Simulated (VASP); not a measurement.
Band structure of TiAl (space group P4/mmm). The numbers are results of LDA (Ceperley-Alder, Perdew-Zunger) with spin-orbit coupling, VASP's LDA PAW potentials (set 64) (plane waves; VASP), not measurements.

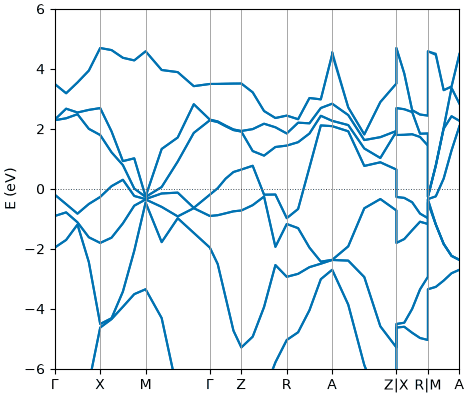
Bands along high-symmetry lines, zero at the valence-band maximum or, without a gap, the Fermi level

Question: Read the plot: is there a gap, and where are the band edges?

Answer: It has no gap at this level: it comes out as a metal or semimetal.

The structure comes from a computed database's TiAl entry (P4/mmm); how it stands against other phases isn't given here. It was relaxed first.
